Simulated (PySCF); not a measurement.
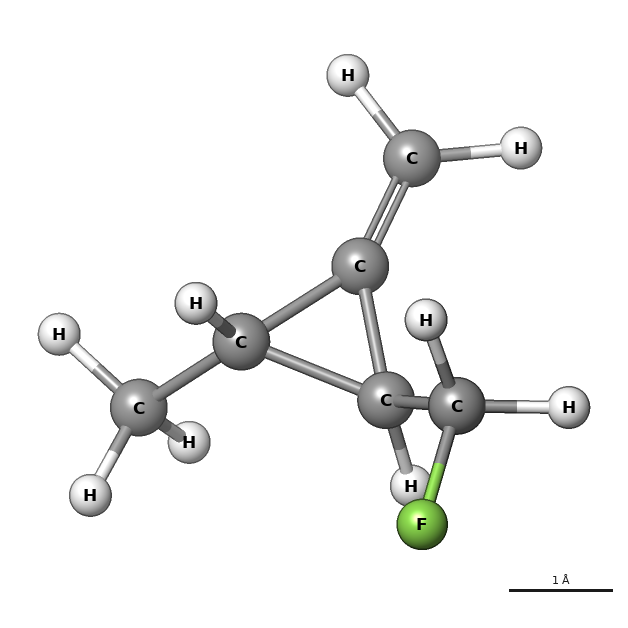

Multiple sticks mark multiple bonds (one Kekulé form).

The computed structure is the end point of a GFN2-xTB optimisation. No frequency run is at hand to confirm it as a minimum.

**Count the atoms of each element.**

C6H9F, 16 atoms: 6 carbon, 9 hydrogen and 1 fluorine.

**Which point group does it belong to?**

C1.

**What is its SMILES?**

C=C1[C@@H](C)[C@@H]1CF

**Name functional groups in it.**

Among them: alkene, C–F bond.

More results for the same structure follow; atom numbers are the same in all pictures, views and colours differ.

Geometry

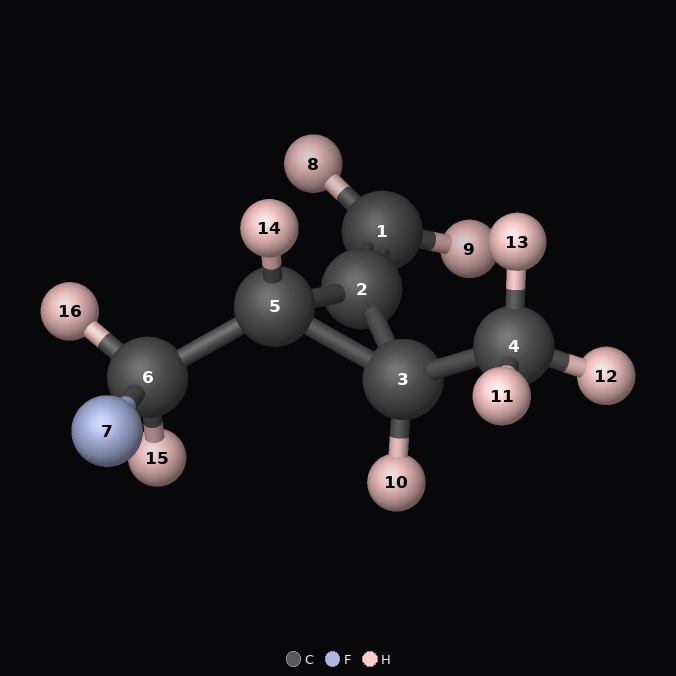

Numbered structure. No frequency run is at hand to confirm it as a minimum.

Which atoms are bonded, and how long are the bonds?

```json
{"bond": "C1–C2", "length (Å)": "1.307", "order": "double"}
{"bond": "C1–H8", "length (Å)": "1.079", "order": "single"}
{"bond": "C1–H9", "length (Å)": "1.078", "order": "single"}
{"bond": "C2–C3", "length (Å)": "1.465", "order": "single"}
{"bond": "C2–C5", "length (Å)": "1.471", "order": "single"}
{"bond": "C3–C4", "length (Å)": "1.510", "order": "single"}
{"bond": "C3–C5", "length (Å)": "1.524", "order": "single"}
{"bond": "C3–H10", "length (Å)": "1.086", "order": "single"}
{"bond": "C4–H11", "length (Å)": "1.089", "order": "single"}
{"bond": "C4–H12", "length (Å)": "1.088", "order": "single"}
{"bond": "C4–H13", "length (Å)": "1.088", "order": "single"}
{"bond": "C5–C6", "length (Å)": "1.505", "order": "single"}
{"bond": "C5–H14", "length (Å)": "1.085", "order": "single"}
{"bond": "C6–F7", "length (Å)": "1.378", "order": "single"}
{"bond": "C6–H15", "length (Å)": "1.095", "order": "single"}
{"bond": "C6–H16", "length (Å)": "1.096", "order": "single"}
```

Electronic properties

No frequency run is at hand to confirm it as a minimum. Level of theory: PBE0/def2-SVPD, gas phase (PySCF 2.14.0). Excitations: vertical, linear response.

**What is the dipole moment?**

1.64 D.

**What is the HOMO–LUMO gap?**

7.66 eV.

**What is the brightest of the 6 lowest singlets?**

7.27 eV.

**Give the mean static polarisability at this level.**

73.0 bohr³.

NMR shielding

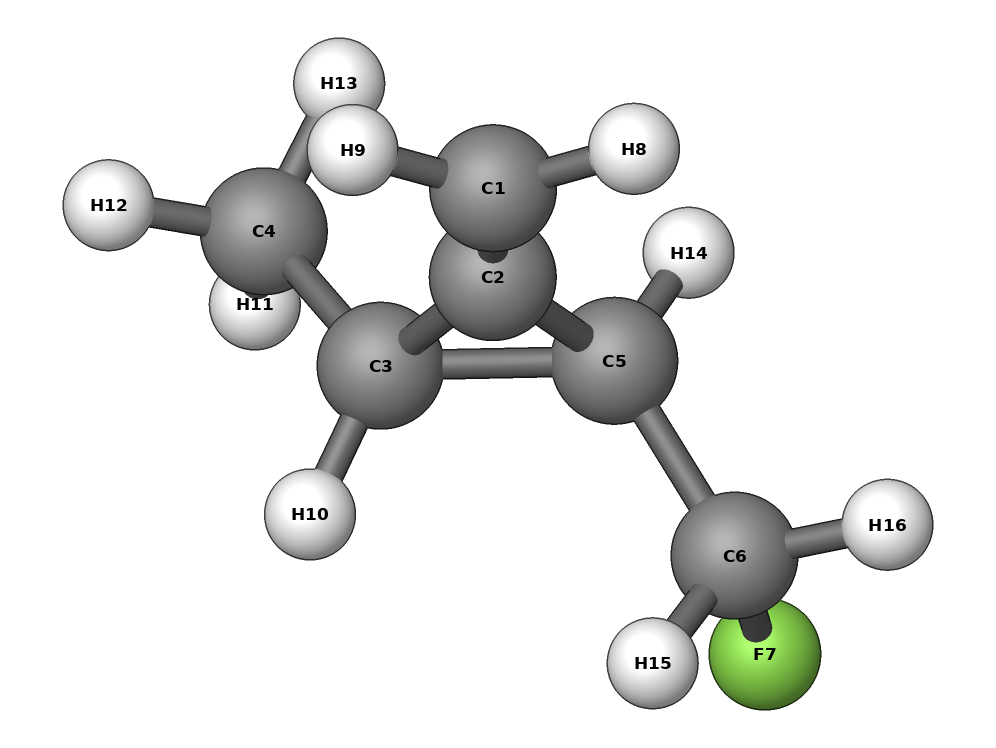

No frequency run is at hand to confirm it as a minimum. Method: GIAO PBE0/pcSseg-1 NMR shielding, non-relativistic, gas phase (PySCF 2.14.0). Principal shieldings σ11 ≤ σ22 ≤ σ33, span Ω = σ33 − σ11, skew κ = 3(σiso − σ22)/Ω.

Give the shielding tensors of the F atoms.

| atom | σ11 | σ22 | σ33 | σiso | Ω | κ |
| --- | --- | --- | --- | --- | --- | --- |
| F7 | 375.8 | 405.6 | 454.9 | 412.1 | 79.2 | 0.25 |

Shieldings and span in ppm.

Ring current

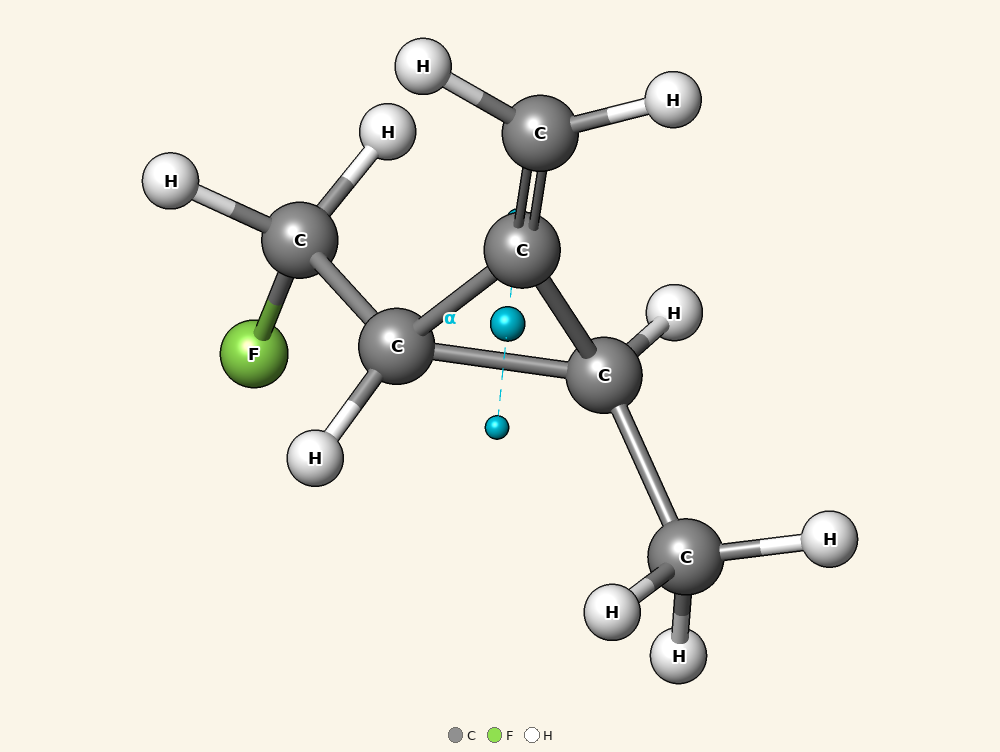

The small points mark where nucleus-independent chemical shifts (NICS) were computed: at the centre of each lettered ring and 1 Å above and below it. No frequency run is at hand to confirm it as a minimum. Method: GIAO PBE0/pcSseg-1 NMR shielding, non-relativistic, gas phase (PySCF 2.14.0).

Give NICS(0), NICS(1) and the out-of-plane component NICS(1)zz for each ring (means of the two sides).

```csv
ring,members,NICS(0),NICS(1),NICS(1)zz
α,C3,−30.9,−7.9,−18.6
```

Values in ppm.
